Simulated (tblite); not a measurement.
## Run report: CH5GeO2, geometry relaxation

The run: geometry relaxation of CH5GeO2, multiplicity 2. Method and program: GFN2-xTB geometry optimisation, gas phase (tblite 0.8.0).

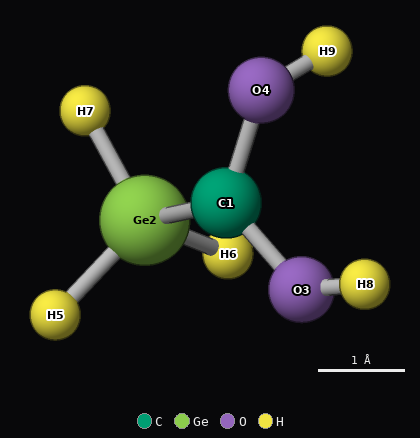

Figure 1. The structure as given in the input (ball-and-stick view, seen at a tilt; atoms are numbered from 1 in the order of the input). Sticks mark near contacts. Bond lengths as drawn: C–Ge 1.94 Å, C–O 1.37 to 1.40 Å, Ge–H 1.49 to 1.52 Å and H–O 0.98 Å.

**Key numbers**

```csv
quantity,value
outcome,converged
total energy,−398.9614 eV
hardware,"1 CPU thread, shared host"
wall time,0.66 s
peak memory,0.18 GiB
```

**The input**
```
{"job": {"kind": "relax", "xc": "GFN2-xTB", "basis": "xTB"}, "charge": 0, "multiplicity": 2}
C      0.248340    -0.674049     0.308681
Ge     0.505055     1.252703     0.309376
O     -0.790248    -1.131310     1.079889
O      0.435868    -1.286601    -0.937124
H      1.086420     1.660570     1.656945
H     -0.816777     1.939818     0.112033
H      1.461721     1.640266    -0.768238
H     -1.222835    -2.006933     0.992863
H     -0.205902    -1.261316    -1.679496
```

The first line tells a small driver script what to run in tblite; the rest is the geometry in Å.

Launched with:
```bash
OMP_NUM_THREADS=1 python <driver script> task.json out
```

**Log**
```
step      E/eV     max force
  0    -398.56934    2.103
  1    -398.66536    0.990
  2    -398.74323    0.816
  3    -398.77313    0.731
  4    -398.80990    0.621
  5    -398.82413    0.604
  6    -398.84441    0.417
  7    -398.85428    0.295
  8    -398.86263    0.220
  9    -398.86760    0.172
 10    -398.87077    0.179
 11    -398.87250    0.122
 12    -398.87370    0.095
 13    -398.87514    0.110
 14    -398.87765    0.252
 15    -398.88213    0.400
 16    -398.88849    0.464
 17    -398.89498    0.337
 18    -398.89995    0.178
 19    -398.90273    0.254
 20    -398.90858    0.344
 21    -398.91942    0.444
 22    -398.92707    0.446
 23    -398.92420    0.818
 24    -398.93444    0.139
 25    -398.93575    0.125
 26    -398.93987    0.273
 27    -398.94267    0.226
 28    -398.94923    0.117
 29    -398.95104    0.078
 30    -398.95145    0.066
 31    -398.95125    0.245
 32    -398.95211    0.058
 33    -398.95255    0.055
 34    -398.95332    0.098
 35    -398.95370    0.092
 36    -398.95411    0.059
 37    -398.95448    0.049
 38    -398.95498    0.052
 39    -398.95540    0.053
 40    -398.95566    0.039
 41    -398.95584    0.047
 42    -398.95608    0.059
 43    -398.95645    0.066
 44    -398.95697    0.065
 45    -398.95748    0.057
 46    -398.95780    0.068
 47    -398.95791    0.028
 48    -398.95802    0.032
 49    -398.95809    0.030
 50    -398.95816    0.024
 51    -398.95822    0.022
 52    -398.95835    0.035
 53    -398.95849    0.046
 54    -398.95859    0.035
 55    -398.95863    0.018
 56    -398.95866    0.017
 57    -398.95872    0.029
 58    -398.95885    0.056
 59    -398.95911    0.085
 60    -398.95951    0.094
 61    -398.95984    0.066
 62    -398.96001    0.033
 63    -398.96013    0.034
 64    -398.96024    0.051
 65    -398.96040    0.058
 66    -398.96060    0.048
 67    -398.96074    0.028
 68    -398.96080    0.013
 69    -398.96082    0.016
 70    -398.96084    0.016
 71    -398.96086    0.017
 72    -398.96090    0.022
 73    -398.96093    0.024
 74    -398.96099    0.024
 75    -398.96106    0.024
 76    -398.96114    0.022
 77    -398.96120    0.019
 78    -398.96123    0.016
 79    -398.96125    0.015
 80    -398.96128    0.013
 81    -398.96132    0.023
 82    -398.96136    0.025
 83    -398.96140    0.015
 84    -398.96141    0.008
 85    -398.96142    0.006
```

**Trajectory as extended XYZ (Å, eV, eV/Å), 12 of the 30 frames kept, from step=0 to step=85**
```
9
Properties=species:S:1:pos:R:3:forces:R:3 step=0 energy=-398.56934
C     0.2483   -0.6740    0.3087   -0.7690  -1.0090  -1.6780
Ge    0.5051    1.2527    0.3094    0.2150   0.0600   0.7210
O    -0.7902   -1.1313    1.0799   -0.3350   0.3360   0.5660
O     0.4359   -1.2866   -0.9371    0.4670  -0.1500   0.4180
H     1.0864    1.6606    1.6569   -0.2420  -0.0240  -0.3880
H    -0.8168    1.9398    0.1120    0.0280   0.1590   0.0090
H     1.4617    1.6403   -0.7682   -0.0630  -0.0750   0.0040
H    -1.2228   -2.0069    0.9929    0.8720   0.4510  -0.6330
H    -0.2059   -1.2613   -1.6795   -0.1710   0.2520   0.9790
9
Properties=species:S:1:pos:R:3:forces:R:3 step=9 energy=-398.86760
C     0.1979   -0.6432    0.2311   -0.1050  -0.0270   0.1210
Ge    0.5041    1.2571    0.3328   -0.0050  -0.1080  -0.0660
O    -0.8055   -1.0786    1.0619   -0.0700  -0.0040   0.0850
O     0.4169   -1.4039   -0.8773    0.1030   0.0030  -0.1340
H     1.0493    1.6530    1.6539    0.0160  -0.0170   0.0900
H    -0.7845    1.9910    0.1362   -0.0790   0.1530   0.0000
H     1.4460    1.6167   -0.7537    0.0960   0.0620  -0.0680
H    -1.0640   -1.9862    0.8488    0.0860   0.0150  -0.0280
H    -0.2585   -1.2727   -1.5587   -0.0420  -0.0770   0.0010
9
Properties=species:S:1:pos:R:3:forces:R:3 step=15 energy=-398.88213
C     0.1709   -0.6321    0.2327    0.0420   0.0080  -0.0500
Ge    0.4970    1.2579    0.3100    0.0340   0.3040   0.2570
O    -0.8206   -1.0916    1.0583   -0.0210  -0.0200  -0.0260
O     0.4284   -1.3833   -0.8769    0.0040  -0.0010  -0.1010
H     1.0384    1.6274    1.6652   -0.0640  -0.0610  -0.1860
H    -0.7756    2.0623    0.1433    0.1000  -0.0170  -0.0230
H     1.4711    1.6338   -0.7575   -0.0460  -0.0460   0.0490
H    -1.0234   -2.0086    0.8318   -0.0320  -0.0630   0.0490
H    -0.2846   -1.3326   -1.5320   -0.0160  -0.1040   0.0320
9
Properties=species:S:1:pos:R:3:forces:R:3 step=24 energy=-398.93444
C     0.1357   -0.5855    0.1833    0.0110   0.0080  -0.0230
Ge    0.4645    1.3129    0.3363    0.0320  -0.0660  -0.0400
O    -0.8468   -1.1124    0.9823    0.0060   0.0210  -0.0500
O     0.4339   -1.2621   -0.9638   -0.1050   0.0810  -0.0410
H     1.0214    1.5732    1.6938   -0.0490   0.0310   0.0210
H    -0.7010    2.2502    0.1295   -0.0240  -0.0710   0.0510
H     1.4760    1.6273   -0.7030    0.0830   0.0140  -0.0340
H    -0.9295   -2.0644    0.8373   -0.0050  -0.0020  -0.0050
H    -0.3525   -1.6059   -1.4207    0.0500  -0.0170   0.1200
9
Properties=species:S:1:pos:R:3:forces:R:3 step=33 energy=-398.95255
C     0.1414   -0.5708    0.1589   -0.0080   0.0160   0.0000
Ge    0.4823    1.3214    0.3370   -0.0140  -0.0110   0.0170
O    -0.8616   -1.1029    0.9278    0.0260   0.0050   0.0270
O     0.3735   -1.1634   -1.0525   -0.0330  -0.0210  -0.0020
H     0.9873    1.5757    1.7174    0.0170  -0.0290  -0.0060
H    -0.6863    2.2525    0.1460   -0.0190  -0.0150  -0.0380
H     1.5186    1.6257   -0.6827    0.0290   0.0440   0.0170
H    -0.8956   -2.0653    0.8396   -0.0060   0.0120  -0.0110
H    -0.3579   -1.7397   -1.3167    0.0090  -0.0020  -0.0040
9
Properties=species:S:1:pos:R:3:forces:R:3 step=39 energy=-398.95540
C     0.1411   -0.5647    0.1520    0.0320  -0.0170  -0.0190
Ge    0.4872    1.3250    0.3348   -0.0080  -0.0440  -0.0130
O    -0.8448   -1.0972    0.9437    0.0390   0.0350  -0.0100
O     0.3528   -1.1589   -1.0638   -0.0070   0.0030   0.0120
H     0.9893    1.5579    1.7177   -0.0240   0.0110   0.0280
H    -0.6985    2.2283    0.1244    0.0090   0.0280   0.0010
H     1.5402    1.6576   -0.6601   -0.0070   0.0080  -0.0020
H    -0.8998   -2.0551    0.8295   -0.0140  -0.0150   0.0050
H    -0.3660   -1.7598   -1.3033   -0.0200  -0.0080  -0.0020
9
Properties=species:S:1:pos:R:3:forces:R:3 step=48 energy=-398.95802
C     0.1706   -0.5755    0.1347   -0.0020   0.0160  -0.0010
Ge    0.4913    1.3224    0.3282   -0.0050  -0.0090  -0.0040
O    -0.7980   -1.0887    0.9599    0.0170   0.0150   0.0100
O     0.3180   -1.1623   -1.0923    0.0250   0.0190   0.0000
H     0.9517    1.5392    1.7280   -0.0090   0.0030   0.0170
H    -0.6913    2.2294    0.1057   -0.0070   0.0020  -0.0050
H     1.5608    1.6999   -0.6326    0.0060  -0.0230  -0.0040
H    -0.9112   -2.0386    0.8238    0.0040  -0.0130  -0.0030
H    -0.3903   -1.7926   -1.2806   -0.0290  -0.0100  -0.0090
9
Properties=species:S:1:pos:R:3:forces:R:3 step=54 energy=-398.95859
C     0.1745   -0.5731    0.1316   -0.0010  -0.0050   0.0040
Ge    0.4901    1.3233    0.3267    0.0060   0.0000   0.0050
O    -0.7785   -1.0894    0.9724    0.0000  -0.0190  -0.0080
O     0.3178   -1.1664   -1.0923   -0.0320  -0.0110   0.0000
H     0.9348    1.5365    1.7331    0.0030   0.0050  -0.0060
H    -0.6915    2.2317    0.1001   -0.0020   0.0010  -0.0160
H     1.5654    1.6901   -0.6322    0.0020   0.0000   0.0110
H    -0.9087   -2.0352    0.8210    0.0080   0.0000   0.0030
H    -0.4022   -1.7845   -1.2854    0.0170   0.0290   0.0090
9
Properties=species:S:1:pos:R:3:forces:R:3 step=63 energy=-398.96013
C     0.1922   -0.5802    0.1382   -0.0220   0.0130  -0.0080
Ge    0.4864    1.3224    0.3271    0.0240  -0.0020   0.0090
O    -0.7285   -1.1182    1.0005   -0.0040  -0.0110   0.0080
O     0.2808   -1.1428   -1.1044   -0.0230  -0.0240  -0.0070
H     0.8895    1.5478    1.7419   -0.0070   0.0210   0.0110
H    -0.6819    2.2318    0.0345    0.0100  -0.0070  -0.0010
H     1.5968    1.6723   -0.5976    0.0010   0.0140  -0.0040
H    -0.8773   -2.0553    0.8167    0.0060  -0.0050   0.0090
H    -0.4563   -1.7447   -1.2819    0.0140   0.0010  -0.0170
9
Properties=species:S:1:pos:R:3:forces:R:3 step=72 energy=-398.96090
C     0.1886   -0.5798    0.1349   -0.0010   0.0030   0.0020
Ge    0.4912    1.3208    0.3304    0.0080   0.0030  -0.0040
O    -0.7062   -1.1346    1.0136   -0.0060   0.0070   0.0060
O     0.2532   -1.1303   -1.1151   -0.0120  -0.0130  -0.0130
H     0.8616    1.5635    1.7513    0.0010  -0.0080   0.0000
H    -0.6667    2.2294    0.0019   -0.0110   0.0080  -0.0030
H     1.6161    1.6697   -0.5780    0.0020  -0.0020   0.0050
H    -0.8529   -2.0701    0.8209    0.0040  -0.0080   0.0100
H    -0.4833   -1.7352   -1.2850    0.0150   0.0110  -0.0030
9
Properties=species:S:1:pos:R:3:forces:R:3 step=78 energy=-398.96123
C     0.1768   -0.5748    0.1264    0.0040   0.0030   0.0000
Ge    0.4886    1.3227    0.3284   -0.0040   0.0010   0.0010
O    -0.7093   -1.1357    1.0104   -0.0040   0.0060  -0.0030
O     0.2388   -1.1238   -1.1252    0.0070   0.0100   0.0060
H     0.8500    1.5584    1.7525   -0.0040  -0.0120   0.0100
H    -0.6595    2.2441   -0.0060    0.0120  -0.0080  -0.0060
H     1.6292    1.6635   -0.5632   -0.0070   0.0040  -0.0110
H    -0.8251   -2.0799    0.8397    0.0030  -0.0010   0.0030
H    -0.4878   -1.7413   -1.2880   -0.0080  -0.0040  -0.0010
9
Properties=species:S:1:pos:R:3:forces:R:3 step=85 energy=-398.96142
C     0.1727   -0.5715    0.1221    0.0010  -0.0030   0.0000
Ge    0.4892    1.3231    0.3287    0.0010   0.0000  -0.0010
O    -0.7095   -1.1345    1.0087   -0.0020  -0.0020  -0.0020
O     0.2292   -1.1178   -1.1310    0.0040   0.0010   0.0010
H     0.8380    1.5484    1.7577    0.0000   0.0010   0.0010
H    -0.6514    2.2477   -0.0170   -0.0020   0.0000   0.0010
H     1.6339    1.6630   -0.5582    0.0020   0.0010   0.0000
H    -0.8073   -2.0833    0.8515    0.0020   0.0040   0.0020
H    -0.4931   -1.7419   -1.2877   -0.0050  -0.0020  -0.0010
```
